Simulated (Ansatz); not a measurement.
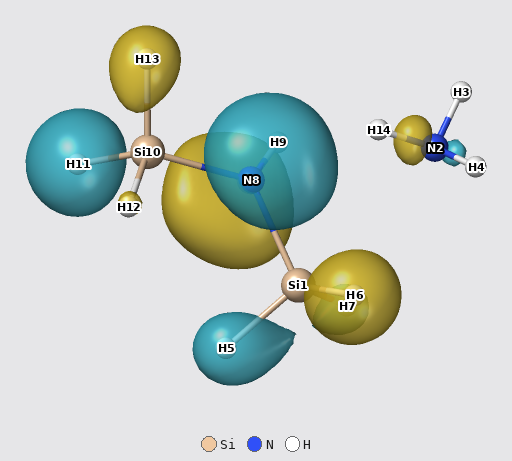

Figure. H7NSi2···NH3. The HOMO at ±0.1 Å⁻³ᐟ² (yellow and cyan are the two phases), seen across its widest extent.

Not at a stationary point (largest force 0.7 eV/Å).

Theory: Ansatz 0.2.0, RKS r2SCAN-D4/cc-pVDZ.

```xyz
14

Si    0.5311   -0.3872   -0.2791
N    -0.8119   -0.1592    2.4181
H    -1.1677   -0.5965    3.2727
H    -1.0556    0.8293    2.5234
H     1.3878   -0.3658   -1.5130
H     0.3329    1.0376    0.1362
H    -0.7724   -1.0354   -0.6050
N     1.4294   -1.3356    0.9589
H     0.8368   -1.9846    1.4762
Si    3.1500   -1.6693    0.9658
H     3.5607   -2.8968    0.2011
H     3.8156   -0.4783    0.3518
H     3.6206   -1.8403    2.3792
H     0.2248   -0.1946    2.5016
```

Question: Describe this orbital and give its energy.

Answer: By Hirshfeld shares it lies mainly on N8 (about 55 %) and H11 (about 5 %). Its energy is −6.06 eV.
